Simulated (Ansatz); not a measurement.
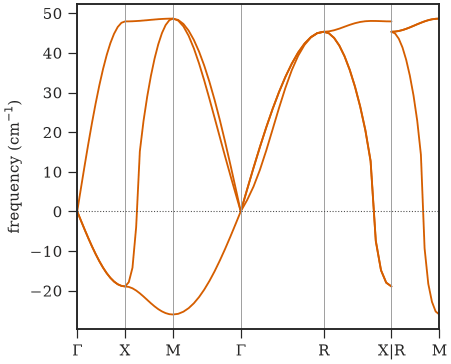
*Phonon dispersion of Rb (simple cubic, Pm-3m), DFT-PBE in the program Ansatz with PAW potentials; imaginary frequencies are drawn negative*

### Question
Is this phase dynamically stable?

### Answer
No: a branch reaches about 26i cm⁻¹ at M.

### Question
How high does the spectrum reach?

### Answer
About 49 cm⁻¹ (1.5 THz).

A made-up cell: these elements were put on the sites of a structure type; neither database checked (COD, Materials Project) lists it. It is not the phase usual at ambient conditions (space group No. 229). Symmetry was held in the PBE relaxation. At this level the phase is mechanically unstable. As this level gives no gap, phonon frequencies hold no LO–TO term and depend on the k-mesh and smearing (Fermi–Dirac, 0.1 eV here).

Potentials: the later of the program's two PAW sets.
